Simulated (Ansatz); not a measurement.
**One shape, several levels: quartet BH2O**

Aim: a comparison of 6 runs (UB3LYP/6-31G*, UB3LYP/def2-TZVPPD, UCAM-B3LYP/def2-TZVPPD, UPBE0/def2-TZVPPD, USVWN5/def2-TZVPPD, UCCSD(T)/def2-TZVPPD) of quartet BH2O. 

The calculation is run with Ansatz 0.2.0.

30 further runs of the same task are left out: 30 set aside as unsound or not needed.

## 1. The structure to begin with

The species is BH2O (4 atoms), meant as a quartet with charge 0. As SMILES of the parent species, `B[O]`. Geometry: relaxed at PBE0-D4/def2-TZVP. That shape belongs to the parent species and isn't relaxed for this state.

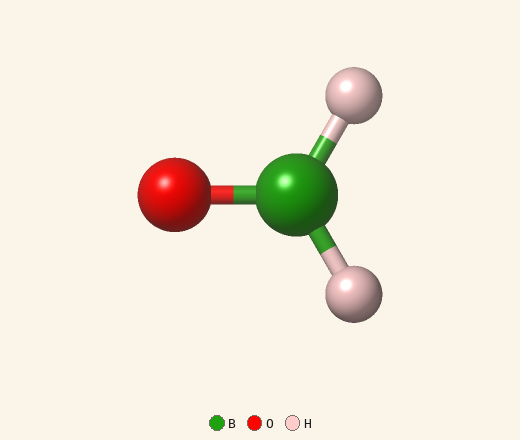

Viewed from a chosen angle; boron green, oxygen red, hydrogen pink.

## 2. A single-point energy at UB3LYP/6-31G(d) (Cartesian functions) (run 1)

in.yaml

```yaml
crystal:
  periodic: [false, false, false]
  atoms:
    - {symbol: B, position_ang: [-0.001100, -0.010300, -0.015100]}
    - {symbol: O, position_ang: [1.025300, -0.340800, 0.676900]}
    - {symbol: H, position_ang: [-1.052600, -0.587700, 0.151600]}
    - {symbol: H, position_ang: [0.083900, 0.878500, -0.833600]}
basis:
  gaussian:
    orbitals: "6-31G*"
magnetization:
  spin_polarized: true
  initial_magnetization: 3
hamiltonian:
  xc: {name: B3LYP}
accuracy: high
output: {orbitals: {seedname: orbitals}}
```

Run with:

```bash
$ ansatz run in.yaml --threads 1 --pin off --max-ram 3480MiB --events-out events.jsonl --progress --plain --runs-dir runs
```

Log:

```text
Warning: RAYON_NUM_THREADS=1 ignored (pool sized by the plan → 1); use --threads N
Functional definition: B3LYP
  name "B3LYP"
  parameter a0 = 0.2
  parameter ax = 0.72
  parameter ac = 0.81
  exchange = (1 - a0 - ax)*slater_x + ax*b88_x + a0*exact_x
  correlation = (1 - ac)*vwn_rpa_c + ac*lyp_c
675 factors; integrals over basis functions are off by at most 2.4e-9 eV
mean field evaluation 1: about -2747.4101 eV, gradient 1.2e1 eV
mean field evaluation 2: about -2747.9176 eV, gradient 7.3e0 eV
mean field evaluation 4: about -2748.2216 eV, gradient 1.2e0 eV
mean field evaluation 8: about -2748.2263 eV, gradient 5.9e-3 eV
mean field evaluation 16: about -2748.2263 eV, gradient 6.8e-7 eV
mean field -2748.22631888 eV, -100.9954544040 hartree, gradient 6.8e-9 eV, S^2 3.756226; 3 other end points of the search recorded, 0 dependent functions left out
reference -2748.22634463 eV, -100.9954553503 hartree; 9, 6 occupied and 25, 28 virtual orbitals, 675 factors
Total energy: -2748.22634463 eV, -100.9954553503 hartree
```

Run time: 1.6 s. Hardware: 1 thread of Arm Neoverse V2, shared host; peak memory 0.11 GiB.

## 3. The energy at UB3LYP/def2-TZVPPD (run 2)

job.yaml

```yaml
crystal:
  periodic: [false, false, false]
  atoms:
    - symbol: B
      position_ang: [-0.001100, -0.010300, -0.015100]
    - symbol: O
      position_ang: [1.025300, -0.340800, 0.676900]
    - symbol: H
      position_ang: [-1.052600, -0.587700, 0.151600]
    - symbol: H
      position_ang: [0.083900, 0.878500, -0.833600]
basis:
  gaussian: {orbitals: def2-TZVPPD.json}
magnetization: {spin_polarized: true, initial_magnetization: 3}
hamiltonian: {xc: {name: B3LYP}}
accuracy: high
output: {orbitals: {seedname: orbitals}}
```

The basis set def2-TZVPPD is read from a file made from the Basis Set Exchange's data (not shown).

Run with:

```bash
$ ansatz run job.yaml --threads 1 --pin off --max-ram 3480MiB --events-out events.jsonl --progress --plain --runs-dir runs
```

Log:

```text
Warning: RAYON_NUM_THREADS=1 ignored (pool sized by the plan → 1); use --threads N
Functional definition: B3LYP
  name "B3LYP"
  parameter a0 = 0.2
  parameter ax = 0.72
  parameter ac = 0.81
  exchange = (1 - a0 - ax)*slater_x + ax*b88_x + a0*exact_x
  correlation = (1 - ac)*vwn_rpa_c + ac*lyp_c
1707 factors; integrals over basis functions are off by at most 3.6e-9 eV
mean field evaluation 1: about -2748.0416 eV, gradient 1.7e1 eV
mean field evaluation 2: about -2748.7498 eV, gradient 1.2e1 eV
mean field evaluation 4: about -2749.6357 eV, gradient 1.7e0 eV
mean field evaluation 8: about -2749.6456 eV, gradient 1.2e-1 eV
mean field evaluation 16: about -2749.6457 eV, gradient 4.2e-6 eV
mean field -2749.64570258 eV, -101.0476157931 hartree, gradient 8.4e-8 eV, S^2 3.758027; 2 other end points of the search recorded, 0 dependent functions left out
reference -2749.64573580 eV, -101.0476170140 hartree; 9, 6 occupied and 102, 105 virtual orbitals, 1707 factors
Total energy: -2749.64573580 eV, -101.0476170140 hartree
```

It took 6 s on 1 thread of Arm Neoverse V2, shared host; peak memory 0.29 GiB.

Run 3 isn't shown in full; the table further down has it.

## 4. The energy at UPBE0/def2-TZVPPD (run 4)

input.yaml

```yaml
crystal:
  periodic: [false, false, false]
  atoms:
    - {symbol: B, position_ang: [-0.001100, -0.010300, -0.015100]}
    - {symbol: O, position_ang: [1.025300, -0.340800, 0.676900]}
    - {symbol: H, position_ang: [-1.052600, -0.587700, 0.151600]}
    - {symbol: H, position_ang: [0.083900, 0.878500, -0.833600]}
basis:
  gaussian:
    orbitals: def2-TZVPPD.json
magnetization:
  spin_polarized: true
  initial_magnetization: 3
hamiltonian:
  xc: {name: PBE0}
accuracy: high
output: {orbitals: {seedname: orbitals}}
```

The basis set def2-TZVPPD is read from a file made from the Basis Set Exchange's data (not shown).

Run with:

```bash
$ ansatz run input.yaml --threads 1 --pin off --max-ram 3480MiB --events-out events.jsonl --progress --plain --runs-dir runs
```

Log:

```text
Warning: RAYON_NUM_THREADS=1 ignored (pool sized by the plan → 1); use --threads N
Functional definition: PBE0
  name "PBE0"
  parameter a = 0.25
  parameter kappa = 0.804
  parameter beta = 0.06672455060314922
  exchange = (1 - a)*pbe_x(kappa = kappa, mu = beta*pi^2/3) + a*exact_x
  correlation = pbe_c(beta = beta)
1707 factors; integrals over basis functions are off by at most 3.6e-9 eV
mean field evaluation 1: about -2744.9212 eV, gradient 1.6e1 eV
mean field evaluation 2: about -2745.6580 eV, gradient 1.0e1 eV
mean field evaluation 4: about -2746.2340 eV, gradient 1.6e0 eV
mean field evaluation 8: about -2746.2433 eV, gradient 1.3e-1 eV
mean field evaluation 16: about -2746.2434 eV, gradient 5.2e-6 eV
mean field -2746.24338351 eV, -100.9225828735 hartree, gradient 5.2e-8 eV, S^2 3.758842; 2 other end points of the search recorded, 0 dependent functions left out
reference -2746.24338651 eV, -100.9225829835 hartree; 9, 6 occupied and 102, 105 virtual orbitals, 1707 factors
Total energy: -2746.24338651 eV, -100.9225829835 hartree
```

Run time: 5.7 s. Hardware: 1 thread of Arm Neoverse V2, shared host; peak memory 0.29 GiB.

Run 5 isn't shown in full; the table further down has it.

## 5. A single-point energy at UCCSD(T)/def2-TZVPPD (run 6)

molecule.yaml

```yaml
basis:
  gaussian: {orbitals: def2-TZVPPD.json}
crystal:
  periodic: [false, false, false]
  atoms:
    - {symbol: B, position_ang: [-0.001100, -0.010300, -0.015100]}
    - {symbol: O, position_ang: [1.025300, -0.340800, 0.676900]}
    - {symbol: H, position_ang: [-1.052600, -0.587700, 0.151600]}
    - {symbol: H, position_ang: [0.083900, 0.878500, -0.833600]}
magnetization: {spin_polarized: true, initial_magnetization: 3}
correlation: {method: ccsd_t, frozen_orbitals: {B: 1, H: 0, O: 1}}
accuracy: high
scf: {omitted_lower_state_checks: [cluster_reference, increment]}
```

The basis set def2-TZVPPD is read from a file made from the Basis Set Exchange's data (not shown).

Run with:

```bash
$ ansatz run molecule.yaml --threads 1 --pin off --max-ram 3480MiB --events-out events.jsonl --progress --plain --runs-dir runs
```

Log, shortened:

```text
Warning: RAYON_NUM_THREADS=1 ignored (pool sized by the plan → 1); use --threads N
Functional definition: HF
  name "HF"
[...]
1707 factors; integrals over basis functions are off by at most 3.6e-9 eV
[...]
mean field -2734.93320778 eV, -100.5069415816 hartree, gradient 2.7e-8 eV, S^2 3.785595; 3 other end points of the search recorded, 0 dependent functions left out
2 core orbitals not correlated: weight in the atoms' cores, before any rotation towards them, 1.000 or more for the frozen orbitals, at most 0.000 for the correlated occupied ones
reference -2734.93320778 eV, -100.5069415816 hartree; 7, 4 occupied and 102, 105 virtual orbitals, 1707 factors
second order -7.57210455 eV of doubles, -0.00000000 eV of singles
cycle   1  -8.09765557 eV  change   -5.3e-1 eV  update   6.6e-2
[...]
cycle  24  -8.42260543 eV  change  -4.2e-10 eV  update  9.2e-10
perturbative correction -0.28462276 eV, -0.0104596935 hartree
Total energy: -2743.64043597 eV, -100.8269263155 hartree
Checks for a lower state left out: cluster_reference, increment
```

Wall time 23 s (1 thread of Arm Neoverse V2, shared host); peak memory 1.4 GiB.

## 6. All runs side by side

| run | level | Cartesian functions | frozen core orbitals | energy (Eh) | HOMO energy (eV) | ⟨S²⟩ | wall time |
| --- | --- | --- | --- | --- | --- | --- | --- |
| 1 | UB3LYP/6-31G* (Cartesian functions) | yes | – | -100.995455 | -3.13 | 3.756 | 1.6 s |
| 2 | UB3LYP/def2-TZVPPD | no | – | -101.047617 | -3.70 | 3.758 | 6 s |
| 3 | UCAM-B3LYP/def2-TZVPPD | no | – | -100.994991 | -5.19 | 3.760 | 6.9 s |
| 4 | UPBE0/def2-TZVPPD | no | – | -100.922583 | -4.00 | 3.759 | 5.7 s |
| 5 | USVWN5/def2-TZVPPD | no | – | -100.192581 | -2.97 | 3.753 | 5.4 s |
| 6 | UCCSD(T)/def2-TZVPPD | no | 2 | -100.826926 | – | 3.786 | 23 s |

## 7. Summary of results

| quantity | value |
| --- | --- |
| run 6: total energy | -100.82693 Eh |
| run 6: correlation energy (2 core orbitals frozen) | -320.0 mEh |
| run 6: (T) correction | -10.46 mEh |
| run 6: ⟨S²⟩ of the reference determinant | 3.786 |
| run 6: T1 diagnostic | 0.027 |

**Reading.** Totals of different functionals can't be ranked against each other. All runs together took 48 s, the longest 23 s.
